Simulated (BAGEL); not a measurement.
# CH5BN2 (SMILES B1NCN1), step by step

Wanted: the energy (HF/def2-SVP), then a single-point energy (NEVPT2(2,2)/def2-SVP), then a single-point energy (CASPT2(2,2)/def2-SVP) of CH5BN2. 

The calculation is run with BAGEL 1.2.2.

1 further run of the same task is left out (set aside as unsound or not needed).

### 1 The structure to begin with

CH5BN2: 9 atoms, total charge 0, spin state singlet. SMILES: `B1NCN1`. The B1–H5 distance was set to 1.608 Å, away from the relaxed value.

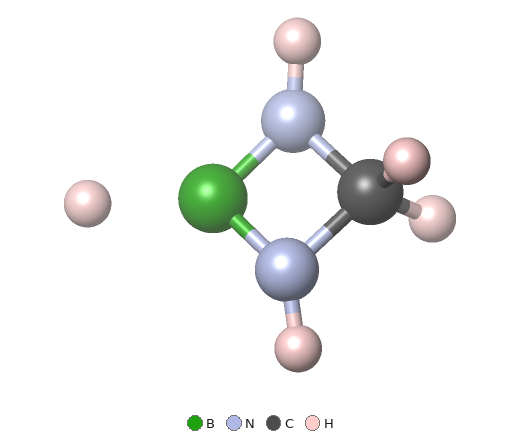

The structure, seen from a chosen angle (boron green, nitrogen light blue, carbon dark grey, hydrogen pink).

### 2 A single-point energy at HF/def2-SVP (density fitting with svp-jkfit) (run 1)

job.json

```json
{ "bagel": [

{
  "title": "molecule",
  "basis": "svp",
  "df_basis": "svp-jkfit",
  "angstrom": true,
  "geometry": [
    { "atom": "B", "xyz": [      -0.338077,       0.571968,      -0.270061 ] },
    { "atom": "N", "xyz": [       0.963923,       0.018268,      -0.476761 ] },
    { "atom": "C", "xyz": [       0.630123,      -1.034232,       0.476139 ] },
    { "atom": "N", "xyz": [      -0.691477,      -0.448032,       0.667639 ] },
    { "atom": "H", "xyz": [      -1.109600,       1.851900,      -0.864600 ] },
    { "atom": "H", "xyz": [       1.886523,       0.390168,      -0.607361 ] },
    { "atom": "H", "xyz": [       0.620023,      -2.038932,       0.037039 ] },
    { "atom": "H", "xyz": [       1.246923,      -1.035932,       1.382739 ] },
    { "atom": "H", "xyz": [      -1.519777,      -0.976232,       0.871139 ] }
  ]
},

{ "title": "hf" },

{ "title": "print", "file": "orbitals.molden", "orbitals": true }

]}
```

Run with:

```console
$ BAGEL_NUM_THREADS=1 BAGEL job.json > job.out
```

Standard output:

```text
* using 1 threads per process

  ===============================================================
  ===============================================================

  *** Geometry ***

  { "atom" : "B", "xyz" : [     -0.638873,      1.080863,     -0.510341 ] },
  { "atom" : "N", "xyz" : [      1.821550,      0.034522,     -0.900948 ] },
  { "atom" : "C", "xyz" : [      1.190760,     -1.954415,      0.899772 ] },
  { "atom" : "N", "xyz" : [     -1.306702,     -0.846658,      1.261655 ] },
  { "atom" : "H", "xyz" : [     -2.096840,      3.499584,     -1.633857 ] },
  { "atom" : "H", "xyz" : [      3.565012,      0.737311,     -1.147746 ] },
  { "atom" : "H", "xyz" : [      1.171674,     -3.853023,      0.069994 ] },
  { "atom" : "H", "xyz" : [      2.356343,     -1.957628,      2.612998 ] },
  { "atom" : "H", "xyz" : [     -2.871962,     -1.844811,      1.646214 ] },

  Number of auxiliary basis functions:      394

  Since a DF basis is specified, we compute 2- and 3-index integrals:
    o Being stored without compression. Storage requirement is 0.021 GB

  Number of basis functions:       81
  Number of electrons      :       30

    * METHOD: MOLECULE                             0.15

  *** RHF ***

  === Nuclear Repulsion ===
   113.4286058486

      * DIIS with orbital gradients will be used.

  === RHF iteration (svp) ===
      0       -174.00723592          0.02005591           0.03
      1       -174.15537781          0.01196635           0.03
      2       -174.20769410          0.00153823           0.03
      3       -174.20927450          0.00020701           0.03
      4       -174.20930262          0.00006527           0.03
      5       -174.20930542          0.00001366           0.03
      6       -174.20930561          0.00000355           0.03
      7       -174.20930562          0.00000135           0.03
      8       -174.20930562          0.00000047           0.03
      9       -174.20930562          0.00000017           0.03
     10       -174.20930562          0.00000005           0.03
     11       -174.20930562          0.00000002           0.03
     12       -174.20930562          0.00000001           0.03
    * SCF iteration converged.

    * Permanent dipole moment:
           (   -0.405721,     0.673082,    -0.312924) a.u.

    * METHOD: HF                                   0.52

    * METHOD: PRINT                                0.02

  ===============================================================
```

It took 0.83 s on 1 thread of Arm Neoverse V1, shared host; peak memory 0.15 GiB.

### 3 The energy at NEVPT2(2,2)/def2-SVP (density fitting with svp-jkfit) (run 2)

input.json

```json
{ "bagel" : [

{
  "title" : "molecule",
  "basis" : "svp",
  "df_basis" : "svp-jkfit",
  "angstrom" : true,
  "geometry" : [
    { "atom" : "B", "xyz" : [   -0.338077,    0.571968,   -0.270061 ] },
    { "atom" : "N", "xyz" : [    0.963923,    0.018268,   -0.476761 ] },
    { "atom" : "C", "xyz" : [    0.630123,   -1.034232,    0.476139 ] },
    { "atom" : "N", "xyz" : [   -0.691477,   -0.448032,    0.667639 ] },
    { "atom" : "H", "xyz" : [   -1.109600,    1.851900,   -0.864600 ] },
    { "atom" : "H", "xyz" : [    1.886523,    0.390168,   -0.607361 ] },
    { "atom" : "H", "xyz" : [    0.620023,   -2.038932,    0.037039 ] },
    { "atom" : "H", "xyz" : [    1.246923,   -1.035932,    1.382739 ] },
    { "atom" : "H", "xyz" : [   -1.519777,   -0.976232,    0.871139 ] }
  ]
},
{
  "title" : "hf"
},
{
  "title" : "nevpt2",
  "nstate" : 1,
  "nact" : 2,
  "nclosed" : 14,
  "active" : [13, 19],
  "maxiter" : 200,
  "natocc" : true,
  "ncore" : 4
},
{
  "title" : "print",
  "file" : "orbitals.molden",
  "orbitals" : true
}

]}
```

Run with:

```console
$ BAGEL_NUM_THREADS=1 BAGEL input.json > input.out
```

Standard output:

```text
* using 1 threads per process

  ===============================================================
  ===============================================================

  *** Geometry ***

  { "atom" : "B", "xyz" : [     -0.638873,      1.080863,     -0.510341 ] },
  { "atom" : "N", "xyz" : [      1.821550,      0.034522,     -0.900948 ] },
  { "atom" : "C", "xyz" : [      1.190760,     -1.954415,      0.899772 ] },
  { "atom" : "N", "xyz" : [     -1.306702,     -0.846658,      1.261655 ] },
  { "atom" : "H", "xyz" : [     -2.096840,      3.499584,     -1.633857 ] },
  { "atom" : "H", "xyz" : [      3.565012,      0.737311,     -1.147746 ] },
  { "atom" : "H", "xyz" : [      1.171674,     -3.853023,      0.069994 ] },
  { "atom" : "H", "xyz" : [      2.356343,     -1.957628,      2.612998 ] },
  { "atom" : "H", "xyz" : [     -2.871962,     -1.844811,      1.646214 ] },

  Number of auxiliary basis functions:      394

  Since a DF basis is specified, we compute 2- and 3-index integrals:
    o Being stored without compression. Storage requirement is 0.021 GB

  Number of basis functions:       81
  Number of electrons      :       30

    * METHOD: MOLECULE                             0.15

  *** RHF ***

  === Nuclear Repulsion ===
   113.4286058486

      * DIIS with orbital gradients will be used.

  === RHF iteration (svp) ===
      0       -174.00723592          0.02005591           0.03
      1       -174.15537781          0.01196635           0.03
      2       -174.20769410          0.00153823           0.03
      3       -174.20927450          0.00020701           0.03
      4       -174.20930262          0.00006527           0.03
      5       -174.20930542          0.00001366           0.03
      6       -174.20930561          0.00000355           0.03
      7       -174.20930562          0.00000135           0.03
      8       -174.20930562          0.00000047           0.03
      9       -174.20930562          0.00000017           0.03
     10       -174.20930562          0.00000005           0.03
     11       -174.20930562          0.00000002           0.03
     12       -174.20930562          0.00000001           0.03
    * SCF iteration converged.

    * Permanent dipole moment:
           (   -0.405721,     0.673082,    -0.312924) a.u.

    * METHOD: HF                                   0.52

    * freezing 4 orbitals
  ---------------------------
      CASSCF calculation
  ---------------------------

    ==== Active orbitals : =====
         Orbital 13
         Orbital 19
    ============================

    * nstate   :      1
    * nclosed  :     14
    * nact     :      2
    * nvirt    :     65
  === CASSCF iteration (svp) ===

    * Using the second-order algorithm

      0  0      -174.21329637     7.70e-04      0.01

      1  0      -174.22978274     1.26e-03      0.14

      2  0      -174.23225852     3.38e-04      0.16

      3  0      -174.23232727     7.17e-05      0.17

      4  0      -174.23232896     1.53e-05      0.16

      5  0      -174.23232901     3.25e-06      0.17

      6  0      -174.23232902     6.80e-07      0.17

      7  0      -174.23232902     1.41e-07      0.17

      8  0      -174.23232902     2.90e-08      0.15

      9  0      -174.23232902     5.97e-09      0.14

    * Second-order optimization converged. *

     guess   0:   closed 1.                   open ..

  === FCI iteration ===

      0  0      -174.20864411     7.52e-02      0.00
      1  0      -174.23232040     1.16e-03      0.00
      2  0 *    -174.23232902     3.73e-16      0.00

     * ci vector, state   0, <S^2> = 0.0000
       2.     0.9878214963
       .2    -0.1555914248

  === DF-NEVPT2 calculation ===

    * 3-index integral transformation done
    * assembly done

      NEVPT2 correlation energy:   -0.5338176934      0.17

          (+0)     -0.5005783730
          (+0)'    -0.0057836278
          (+1)     -0.0064272905
          (+1)'    -0.0000000000
          (+2)     -0.0000916816
          (-1)     -0.0132487684
          (-1)'     0.0000000000
          (-2)     -0.0076879520

      NEVPT2 total energy:       -174.7661467104

    * METHOD: NEVPT2                               1.75

    * METHOD: PRINT                                0.02

  ===============================================================
```

Wall time 2.6 s (1 thread of Arm Neoverse V1, shared host); peak memory 0.15 GiB.

### 4 A single-point energy at CASPT2(2,2)/def2-SVP (density fitting with svp-jkfit) (run 3)

input.json

```json
{ "bagel" : [

{
  "title" : "molecule",
  "basis" : "svp",
  "df_basis" : "svp-jkfit",
  "angstrom" : true,
  "geometry" : [
    { "atom" : "B", "xyz" : [      -0.338077,       0.571968,      -0.270061 ] },
    { "atom" : "N", "xyz" : [       0.963923,       0.018268,      -0.476761 ] },
    { "atom" : "C", "xyz" : [       0.630123,      -1.034232,       0.476139 ] },
    { "atom" : "N", "xyz" : [      -0.691477,      -0.448032,       0.667639 ] },
    { "atom" : "H", "xyz" : [      -1.109600,       1.851900,      -0.864600 ] },
    { "atom" : "H", "xyz" : [       1.886523,       0.390168,      -0.607361 ] },
    { "atom" : "H", "xyz" : [       0.620023,      -2.038932,       0.037039 ] },
    { "atom" : "H", "xyz" : [       1.246923,      -1.035932,       1.382739 ] },
    { "atom" : "H", "xyz" : [      -1.519777,      -0.976232,       0.871139 ] }
  ]
},

{
  "title" : "hf"
},

{
  "title" : "casscf",
  "nstate" : 1,
  "nact" : 2,
  "nclosed" : 14,
  "active" : [13, 19],
  "maxiter" : 200,
  "natocc" : true
},

{
  "title" : "print",
  "file" : "orbitals.molden",
  "orbitals" : true
},

{
  "title" : "smith",
  "method" : "caspt2",
  "ms" : true,
  "xms" : true,
  "sssr" : true,
  "shift" : 0.2,
  "shift_imag" : true,
  "ncore" : 4
}

]}
```

Run with:

```console
$ BAGEL_NUM_THREADS=1 BAGEL input.json > input.out
```

Standard output:

```text
* using 1 threads per process

  ===============================================================
  ===============================================================

  *** Geometry ***

  { "atom" : "B", "xyz" : [     -0.638873,      1.080863,     -0.510341 ] },
  { "atom" : "N", "xyz" : [      1.821550,      0.034522,     -0.900948 ] },
  { "atom" : "C", "xyz" : [      1.190760,     -1.954415,      0.899772 ] },
[... 5 lines of this table left out ...]
  { "atom" : "H", "xyz" : [     -2.871962,     -1.844811,      1.646214 ] },

  Number of auxiliary basis functions:      394

  Since a DF basis is specified, we compute 2- and 3-index integrals:
    o Being stored without compression. Storage requirement is 0.021 GB

  Number of basis functions:       81
  Number of electrons      :       30

    * METHOD: MOLECULE                             0.15

  *** RHF ***

  === Nuclear Repulsion ===
   113.4286058486

      * DIIS with orbital gradients will be used.

[... 6 lines left out ...]
    * SCF iteration converged.
[... 1 line left out ...]
    * Permanent dipole moment:
[... 27 lines left out ...]
    * Second-order optimization converged. *
[... 9 lines left out ...]
     * ci vector, state   0, <S^2> = 0.0000
[... 16 lines left out ...]
    * Zeroth order energy : state  0       -0.8262612025

    * CASPT2 iteration is performed using orthogonal basis

      -------------------------------------------  CASPT2 iteration  ---------------------------------------------------
       #      aibj      arbs      arbi      airj      risj      airs      arst      rist         Etot      error   time
      ------------------------------------------------------------------------------------------------------------------

       0  -0.49930  -0.00937  -0.01374  -0.00717  -0.00014  -0.00516  -0.00000  -0.00000   -0.5348803  0.0008393   0.07
       1  -0.49942  -0.00940  -0.01376  -0.00727  -0.00015  -0.00525   0.00000  -0.00000   -0.5352619  0.0001155   0.06
       2  -0.49943  -0.00940  -0.01377  -0.00727  -0.00015  -0.00525  -0.00000  -0.00000   -0.5352687  0.0000187   0.06
       3  -0.49943  -0.00940  -0.01377  -0.00727  -0.00015  -0.00525   0.00000  -0.00000   -0.5352689  0.0000035   0.06
       4  -0.49943  -0.00940  -0.01377  -0.00727  -0.00015  -0.00525   0.00000  -0.00000   -0.5352689  0.0000007   0.06

      ------------------------------------------------------------------------------------------------------------------

    * CASPT2 energy : state  0     -174.7700633204
        w/o shift correction       -174.7675979145
        reference weight              0.8553104827

    * METHOD: SMITH                                0.48

  ===============================================================
```

Wall time 2.8 s (1 thread of Arm Neoverse V1, shared host); peak memory 0.16 GiB.

### 5 Summary of results

| quantity | value |
| --- | --- |
| run 1, HF/def2-SVP: total energy | -174.20931 Eh |
| run 1, HF/def2-SVP: dipole moment | 2.15 D |
| run 1, HF/def2-SVP: HOMO energy | -10.62 eV |
| run 1, HF/def2-SVP: LUMO energy | 4.76 eV |
| run 1, HF/def2-SVP: HOMO–LUMO gap | 15.38 eV |
| run 2, NEVPT2(2,2)/def2-SVP: total energy | -174.76615 Eh |
| run 3, CASPT2(2,2)/def2-SVP: total energy | -174.77006 Eh |
